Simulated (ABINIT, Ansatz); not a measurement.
## A GW run on CdBr2 (P6_3mc) in ABINIT, with inputs changed

What do changed inputs do to GW on CdBr2 (P6_3mc)?

Calculated with ABINIT 10.8.3; LDA and many-body steps on it, plane waves.

The database entry behind the starting cell has ideal inner coordinates that were not refined, so it need not match the best structure at ambient conditions.

## (1) Set-up

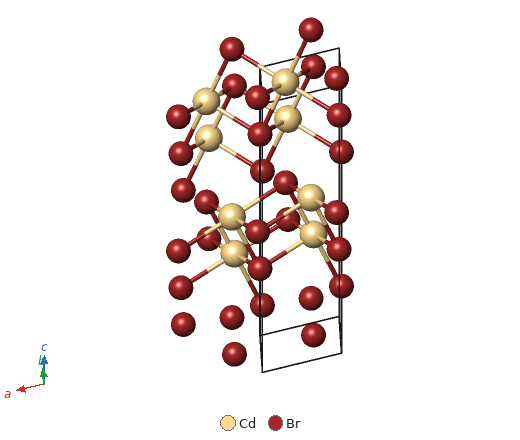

The starting structure, seen from a free direction (cadmium orange, bromine red). 2×2×1 cells are drawn. Bonds to atoms that aren't drawn are left out. Some periodic images of atoms are drawn too.

The cell and positions come from the Crystallography Open Database and are kept as given unless a step says otherwise.

## (2) Screening, 3×3×1 mesh, 197 bands, screening to 141.5 eV

This step: ABINIT 10.8.3; RPA screening on LDA, plane waves, norm-conserving pseudopotentials.

The RPA dielectric matrix is built and inverted for each q.

The input, run.abi:

```
acell 3*1.0 Angstrom
rprim 
  3.985000000011 -0.000000000003 0.000000000000
  -1.992500000003 3.451111234092 0.000000000000
  0.000000000000 0.000000000000 12.561000000000
ntypat 2
znucl 48 35
natom 6
typat 1 1 2 2 2 2
xred 
  0.333333333333 0.666666666667 0.375000000000
  0.666666666667 0.333333333333 0.875000000000
  0.333333333333 0.666666666667 0.000000000000
  0.666666666667 0.333333333333 0.500000000000
  0.000000000000 0.000000000000 0.250000000000
  0.000000000000 0.000000000000 0.750000000000
pp_dirpath "pseudos"
pseudos "Cd.upf, Br.upf"
ecut 47
ngkpt 3 3 1
nshiftk 1
shiftk 0 0 0
kptopt 1
chksymbreak 0
istwfk *1
occopt 1
irdwfk 1
optdriver 3
nband 197
ecuteps 5.2
inclvkb 2
awtr 1
symchi 1
indata_prefix "in"
outdata_prefix "out"
tmpdata_prefix "tmp"
```

Run with:

```
$ OMP_NUM_THREADS=1 mpirun -n 4 abinit run.abi > log
```

Output:

```text
.Version 10.8.3 of ABINIT. v10.8.2 released Aug 2026.

 Symmetries : space group P6_3 m c (#186); Bravais hP (primitive hexag.)
[... echo of the input left out ...]
== DATASET  1 ==================================================================
-   mpi_nproc: 4, omp_nthreads: 1 (-1 if OMP is not activated)

--- !DatasetInfo
iteration_state: {dtset: 1, }
dimensions: {natom: 6, nkpt: 3, mband: 197, nsppol: 1, nspinor: 1, nspden: 1, mpw: 18043, }
cutoff_energies: {ecut:  47.0, pawecutdg:  -1.0, }
electrons: {nelect:   6.80000000E+01, charge:   0.00000000E+00, occopt:   1.00000000E+00, tsmear:   1.00000000E-02, }

 SCREENING: Calculation of the susceptibility and dielectric matrices

 Based on a program developped by R.W. Godby, V. Olevano, G. Onida, and L. Reining.
 Incorporated in ABINIT by V. Olevano, G.-M. Rignanese, and M. Torrent.
.Using double precision arithmetic ; gwpc =  8

[... cell and pseudopotentials left out ...]
--------------------------------------------------------------------------------

 ==== K-mesh for the wavefunctions ====
 Number of points in the irreducible wedge :     3
[... list of points left out ...]
 Together with 12 symmetry operations and time-reversal symmetry
 yields     9 points in the full Brillouin Zone.

 ==== Q-mesh for the screening function ====
 Number of points in the irreducible wedge :     3
[... list of points left out ...]
 Together with 12 symmetry operations and time-reversal symmetry
 yields     9 points in the full Brillouin Zone.

 setmesh: FFT mesh size selected  =    27x   27x  100
          total number of points  =        72900

 vcoul_init : cutoff-mode = AUXILIARY_FUNCTION
 q-points for optical limit:   1
     1)      0.000010    0.000020    0.000030

- screening: taking advantage of time-reversal symmetry
- Maximum band index for partially occupied states nbvw = 34
- Remaining bands to be divided among processors   nbcw = 163
- Number of bands treated by each node ~40

 Number of electrons calculated from density =   68.0000; Expected =   68.0000
 average of density, n =  0.058331
 r_s =    1.5996
 omega_plasma =   23.2973 [eV]

 calculating chi0 at frequencies [eV] :
  1    0.000000E+00    0.000000E+00
  2    0.000000E+00    2.329732E+01

--------------------------------------------------------------------------------
  q-point number  1        q = ( 0.000000, 0.000000, 0.000000) [r.l.u.]
--------------------------------------------------------------------------------
[... chi0 elements left out ...]
 For q-point:  0.000010 0.000020 0.000030
  dielectric constant =   5.3720
  dielectric constant without local fields =   6.1075

  Average fulfillment of the sum rule on Im[epsilon] for q-point    1 :     65.73  [%]
[... wings left out ...]
  q-point number  2        q = ( 0.333333, 0.000000, 0.000000) [r.l.u.]
--------------------------------------------------------------------------------
[... chi0 elements left out ...]
  Average fulfillment of the sum rule on Im[epsilon] for q-point    2 :     64.35  [%]

 [... 1 further q-points ...]
```

Elapsed: 2.2 min, on 4 MPI ranks of Intel Xeon Platinum 8559C (Emerald Rapids), shared host; peak memory 2.1 GiB.

Numbers from this step:

```
ε∞ with local fields, on this mesh, along the program's q direction : 5.372
the same without local fields                                       : 6.107
plasma frequency                                                    : 23.30 eV
plane waves in the screening matrix                                 : 649
```

Local fields lower ε∞ by 12 %. On a Γ-centred mesh this coarse the value itself is usually too large, while a short band sum pulls it down.

## (3) Base

The self-energy is evaluated for the states that the input lists, and the levels follow from it, in one-shot runs by the linearised quasiparticle equation.

This step: G0W0 on LDA, plane waves, norm-conserving pseudopotentials.

Edit run.abi of step 2 so:

```diff
@@ -27,8 +27,15 @@
 irdwfk 1
-optdriver 3
+optdriver 4
 nband 197
+gwcalctyp 0
+ecutsigx 47
+symsigma 1
+nkptgw 1
+kptgw 
+  0.0000000000 0.0000000000 0.0000000000
+bdgw 
+  33 36
 ecuteps 5.2
-inclvkb 2
-awtr 1
-symchi 1
+irdscr 1
+ppmodel 1
 indata_prefix "in"
```

Output:

```text
.Version 10.8.3 of ABINIT. v10.8.2 released Aug 2026.

 Symmetries : space group P6_3 m c (#186); Bravais hP (primitive hexag.)
[... echo of the input left out ...]
== DATASET  1 ==================================================================
-   mpi_nproc: 4, omp_nthreads: 1 (-1 if OMP is not activated)

--- !DatasetInfo
iteration_state: {dtset: 1, }
dimensions: {natom: 6, nkpt: 3, mband: 197, nsppol: 1, nspinor: 1, nspden: 1, mpw: 18043, }
cutoff_energies: {ecut:  47.0, pawecutdg:  -1.0, }
electrons: {nelect:   6.80000000E+01, charge:   0.00000000E+00, occopt:   1.00000000E+00, tsmear:   1.00000000E-02, }

 SIGMA: Calculation of the GW corrections

 Based on a program developped by R.W. Godby, V. Olevano, G. Onida, and L. Reining.
 Incorporated in ABINIT by V. Olevano, G.-M. Rignanese, and M. Torrent.
.Using double precision arithmetic ; gwpc =  8

[... cell and pseudopotentials left out ...]
--------------------------------------------------------------------------------

 ==== K-mesh for the wavefunctions ====
 Number of points in the irreducible wedge :     3
[... list of points left out ...]
 Together with 12 symmetry operations and time-reversal symmetry
 yields     9 points in the full Brillouin Zone.

 ==== Q-mesh for screening function ====
 Number of points in the irreducible wedge :     3
[... list of points left out ...]
 Together with 12 symmetry operations and time-reversal symmetry
 yields     9 points in the full Brillouin Zone.

 vcoul_init : cutoff-mode = AUXILIARY_FUNCTION
 q-points for optical limit:   1
     1)      0.000010    0.000020    0.000030
 setmesh: FFT mesh size selected  =    45x   45x  150
          total number of points  =       303750

 Number of electrons calculated from density =   68.0000; Expected =   68.0000
 average of density, n =  0.058331
 r_s =    1.5996
 omega_plasma =   23.2973 [eV]

 === KS Band Gaps ===
  >>>> For spin  1
   Minimum direct gap =   2.5271 [eV], located at k-point      :   0.0000  0.0000  0.0000
   Fundamental gap    =   2.5271 [eV], Top of valence bands at :   0.0000  0.0000  0.0000
                                       Bottom of conduction at :   0.0000  0.0000  0.0000
 SIGMA fundamental parameters:
 PLASMON POLE MODEL  1
 number of plane-waves for SigmaX                18043
 number of plane-waves for SigmaC and W            649
 number of plane-waves for wavefunctions         18043
 number of bands                                   197
 number of independent spin polarizations            1
 number of spinorial components                      1
 number of k-points in IBZ                           3
 number of q-points in IBZ                           3
 number of symmetry operations                      12
 number of k-points in BZ                            9
 number of q-points in BZ                            9
 number of frequencies for dSigma/dE                 9
 frequency step for dSigma/dE [eV]                0.25
 number of omega for Sigma on real axis              0
 max omega for Sigma on real axis  [eV]           0.00
 zcut for avoiding poles [eV]                     0.10

 EPSILON^-1 parameters (SCR file):
 dimension of the eps^-1 matrix on file            649
 dimension of the eps^-1 matrix used               649
 number of plane-waves for wavefunctions         18043
 number of bands                                   197
 number of q-points in IBZ                           3
 number of frequencies                               2
 number of real frequencies                          1
 number of imag frequencies                          1

 matrix elements of self-energy operator (all in [eV])

 Perturbative Calculation

--- !SelfEnergy_ee
iteration_state: {dtset: 1, }
kpoint     : [   0.000,    0.000,    0.000, ]
spin       : 1
KS_gap     :    2.527
QP_gap     :    4.286
Delta_QP_KS:    1.759
data: !SigmaeeData |
     Band     E0 <VxcDFT>   SigX SigC(E0)      Z dSigC/dE  Sig(E)    E-E0       E
       33   1.953 -14.386 -18.109   2.750   0.794  -0.260 -15.158  -0.773   1.180
       34   1.953 -14.386 -18.109   2.750   0.794  -0.260 -15.158  -0.773   1.180
       35   4.480 -11.189  -6.791  -3.199   0.823  -0.215 -10.202   0.987   5.466
       36   5.830 -12.769  -8.237  -3.176   0.813  -0.230 -11.666   1.103   6.933

== END DATASET(S) ==============================================================
================================================================================

 -outvars: echo values of variables after computation  --------
           etotal      0.0000000000E+00
            nband         197
             nkpt           3
          spgroup         186
 [... the other variables as echoed above ...]

 Calculation completed.
```

Elapsed: 16 s, on 4 MPI ranks; peak memory 1.7 GiB.

This step gave:

```yaml
g0w0_gap_on_the_points_computed: 4.286 eV
starting_gap_on_the_mesh: 2.527 eV
k_of_the_valence_top: 0, 0, 0
k_of_the_conduction_bottom: 0, 0, 0
z_at_the_valence_top: 0.794
z_at_the_conduction_bottom: 0.823
least_direct_g0w0_gap_on_the_computed_points: 4.286 eV
```

The gap on the mesh goes from 2.53 eV to 4.29 eV, a correction of +1.76 eV.

## (4) Broadening of the poles

Edit run.abi of step 3 so:

```diff
@@ -40,2 +40,3 @@
 ppmodel 1
+zcut 1.0 eV
 indata_prefix "in"
```

Output:

```text
.Version 10.8.3 of ABINIT. v10.8.2 released Aug 2026.

 Symmetries : space group P6_3 m c (#186); Bravais hP (primitive hexag.)
[... echo of the input left out ...]
== DATASET  1 ==================================================================
-   mpi_nproc: 4, omp_nthreads: 1 (-1 if OMP is not activated)

--- !DatasetInfo
iteration_state: {dtset: 1, }
dimensions: {natom: 6, nkpt: 3, mband: 197, nsppol: 1, nspinor: 1, nspden: 1, mpw: 18043, }
cutoff_energies: {ecut:  47.0, pawecutdg:  -1.0, }
electrons: {nelect:   6.80000000E+01, charge:   0.00000000E+00, occopt:   1.00000000E+00, tsmear:   1.00000000E-02, }

 SIGMA: Calculation of the GW corrections

 Based on a program developped by R.W. Godby, V. Olevano, G. Onida, and L. Reining.
 Incorporated in ABINIT by V. Olevano, G.-M. Rignanese, and M. Torrent.
.Using double precision arithmetic ; gwpc =  8

[... cell and pseudopotentials left out ...]
--------------------------------------------------------------------------------

 ==== K-mesh for the wavefunctions ====
 Number of points in the irreducible wedge :     3
[... list of points left out ...]
 Together with 12 symmetry operations and time-reversal symmetry
 yields     9 points in the full Brillouin Zone.

 ==== Q-mesh for screening function ====
 Number of points in the irreducible wedge :     3
[... list of points left out ...]
 Together with 12 symmetry operations and time-reversal symmetry
 yields     9 points in the full Brillouin Zone.

 vcoul_init : cutoff-mode = AUXILIARY_FUNCTION
 q-points for optical limit:   1
     1)      0.000010    0.000020    0.000030
 setmesh: FFT mesh size selected  =    45x   45x  150
          total number of points  =       303750

 Number of electrons calculated from density =   68.0000; Expected =   68.0000
[...]
number of k-points in IBZ                           3
 number of q-points in IBZ                           3
 number of symmetry operations                      12
 number of k-points in BZ                            9
 number of q-points in BZ                            9
 number of frequencies for dSigma/dE                 9
 frequency step for dSigma/dE [eV]                0.25
 number of omega for Sigma on real axis              0
 max omega for Sigma on real axis  [eV]           0.00
 zcut for avoiding poles [eV]                     1.00

 EPSILON^-1 parameters (SCR file):
 dimension of the eps^-1 matrix on file            649
 dimension of the eps^-1 matrix used               649
 number of plane-waves for wavefunctions         18043
 number of bands                                   197
 number of q-points in IBZ                           3
 number of frequencies                               2
 number of real frequencies                          1
 number of imag frequencies                          1

 matrix elements of self-energy operator (all in [eV])

 Perturbative Calculation

--- !SelfEnergy_ee
iteration_state: {dtset: 1, }
kpoint     : [   0.000,    0.000,    0.000, ]
spin       : 1
KS_gap     :    2.527
QP_gap     :    4.286
Delta_QP_KS:    1.759
data: !SigmaeeData |
     Band     E0 <VxcDFT>   SigX SigC(E0)      Z dSigC/dE  Sig(E)    E-E0       E
       33   1.953 -14.386 -18.109   2.750   0.794  -0.260 -15.158  -0.772   1.180
       34   1.953 -14.386 -18.109   2.750   0.794  -0.260 -15.158  -0.772   1.180
       35   4.480 -11.189  -6.791  -3.199   0.823  -0.215 -10.202   0.987   5.466
       36   5.830 -12.769  -8.237  -3.176   0.813  -0.230 -11.666   1.103   6.933

== END DATASET(S) ==============================================================
================================================================================

 -outvars: echo values of variables after computation  --------
           etotal      0.0000000000E+00
            nband         197
             nkpt           3
          spgroup         186
 [... the other variables as echoed above ...]

 Calculation completed.
```

Elapsed: 19 s, on 4 MPI ranks; peak memory 1.7 GiB.

Numbers from this step:

* G0W0 gap on the points computed: 4.286 eV
* starting gap on the mesh: 2.527 eV
* k of the valence top: 0, 0, 0
* k of the conduction bottom: 0, 0, 0
* Z at the valence top: 0.794
* Z at the conduction bottom: 0.823
* least direct G0W0 gap on the computed points: 4.286 eV

Against G0W0 in ABINIT (3×3×1 mesh, 197 bands, screening to 141.5 eV, Godby-Needs plasmon pole), the gap moves by +0.000 eV.

## (5) A keyword of another program

Edit run.abi of step 4 so:

```diff
@@ -40,3 +40,3 @@
 ppmodel 1
-zcut 1.0 eV
+ENCUTGW 100
 indata_prefix "in"
```

Output:

```text
.Version 10.8.3 of ABINIT. v10.8.2 released Aug 2026.

 Symmetries : space group P6_3 m c (#186); Bravais hP (primitive hexag.)
================================================================================
 Values of the parameters that define the memory need of the present run
     intxc =       0    ionmov =       0      iscf =       7    lmnmax =       6
     lnmax =       6     mgfft =     150  mpssoang =       3    mqgrid =    7326
     natom =       6  nloc_mem =       1    nspden =       1   nspinor =       1
    nsppol =       1      nsym =      12    n1xccc =    2501    ntypat =       2
    occopt =       1   xclevel =       1
-    mband =         197        mffmem =           1         mkmem =           1
       mpw =       18043          nfft =      345600          nkpt =           3
================================================================================
  Rough estimation (10% accuracy) of disk space for files :
================================================================================

--------------------------------------------------------------------------------
------------- Echo of variables that govern the present computation ------------
--------------------------------------------------------------------------------
 -outvars: echo values of preprocessed input variables --------
            acell      1.8897261259E+00  1.8897261259E+00  1.8897261259E+00 Bohr

             bdgw          33      36
      chksymbreak           0
             ecut      4.70000000E+01 Hartree
          ecuteps      5.20000000E+00 Hartree
         ecutsigx      4.70000000E+01 Hartree
          ecutwfn      4.70000000E+01 Hartree
-          fftalg         312
           irdscr           1
           irdwfk           1

              ixc       -1012
[...]
occ      2.000000  2.000000  2.000000  2.000000  2.000000  2.000000
                       2.000000  2.000000  2.000000  2.000000  2.000000  2.000000
                       2.000000  2.000000  2.000000  2.000000  2.000000  2.000000
                       2.000000  2.000000  2.000000  2.000000  2.000000  2.000000
[...]
0.000000  0.000000  0.000000  0.000000  0.000000  0.000000
   [... 22 further rows ...]
                       0.000000  0.000000  0.000000  0.000000  0.000000  0.000000
                       0.000000  0.000000  0.000000  0.000000  0.000000
        optdriver           4
            rprim      3.9850000000E+00 -3.0000000000E-12  0.0000000000E+00
                      -1.9925000000E+00  3.4511112341E+00  0.0000000000E+00
[...]
spgroup         186

             xred      3.3333333333E-01  6.6666666667E-01  3.7500000000E-01
[...]
1.8503717077E-17  3.7007434154E-17  2.5000000000E-01
                       1.8503717077E-17  3.7007434154E-17  7.5000000000E-01
            znucl       48.00000   35.00000

================================================================================

 chkinp: Checking input parameters for consistency.

--- !ERROR
message: |
    Found token: `ENCUTGW` in the input file.
    This name is not one of the registered input variable names (see
    Action: check your input file. Perhaps you mistyped the input variable,
    or specified "img", although this was not permitted for this input variable.

--- !ERROR
message: |
    Found token: `ENCUTGW` in the input file.
    This name is not one of the registered input variable names (see
    Action: check your input file. Perhaps you mistyped the input variable,
    or specified "img", although this was not permitted for this input variable.

--- from the log ---
Found token: `ENCUTGW` in the input file.
    This name is not one of the registered input variable names (see
    Action: check your input file. Perhaps you mistyped the input variable,
    or specified "img", although this was not permitted for this input variable.
```

Wall time 0.86 s (4 MPI ranks); peak memory 0.06 GiB.

The run stopped with an error after 0.86 s.

The program's words: Found token: `ENCUTGW` in the input file. This name is not one of the registered input variable names (see Action: check your input file. Perhaps you mistyped the input variable, or specified "img", although this was not permitted for this input variable.

The fault put into this input: a keyword of another program.

## (6) Side by side

Times are wall times on 4 MPI ranks of Intel Xeon Platinum 8559C (Emerald Rapids), shared host, good to a factor of about two. A run's time includes the screening step that it read.

```
                    run   mesh  bands  screening cutoff (eV)  DFT gap (eV)  gap on the mesh (eV)  direct (eV)  ε∞ used     time
                   base  3×3×1    197                  141.5         2.527                 4.286        4.286     5.37  2.5 min
broadening of the poles  3×3×1    197                  141.5         2.527                 4.286        4.286     5.37  2.6 min
```

## (7) What came out

```
base                    : 4.286 eV
broadening of the poles : 4.286 eV
known limits            : not at the basis limit; no spin-orbit coupling; coarse k mesh
```

What this shows: Broadening of the poles: no change against base (keys changed: zcut). Bands and cutoff are finite, so the gap is not at the basis limit. The miss can reach some tenths of an eV and take either sign; the mesh is an error of its own. In the G0W0 runs levels were corrected at 1 k point alone, so a gap called «on the mesh» is the least over those, and an edge elsewhere would be missed. The 3×3×1 mesh is coarse for this cell, which bears on the long-range parts of exchange and screening. The many-body steps are scalar-relativistic: spin-orbit coupling is not in them.

[Paths, hosts, dates, memory and timing lines, banners, echoed tables and standing remarks are left out of the program output.]

[Logs are printed without paths, hosts, clocks, repeated set-up lines and the standing remarks that a program may print on its own settings, such as how far it seeks lower states.]

[Runs of the session that timed out or met a known fault of the program may be left out.]

[Hosts, paths, dates, database ids (printed as entryN), source tags and the programs' standing remarks are cut or masked in the printed files.]

[G0W0 gaps are taken among the corrected bands and points alone; a level outside them can change the order at an edge.]

[Where Ansatz stands beside ABINIT at settings called matched, ABINIT's density can come from a denser mesh and the files from another edition; pairs whose starting gaps differed by over 0.03 eV were left out, so agreement reads better than it is.]
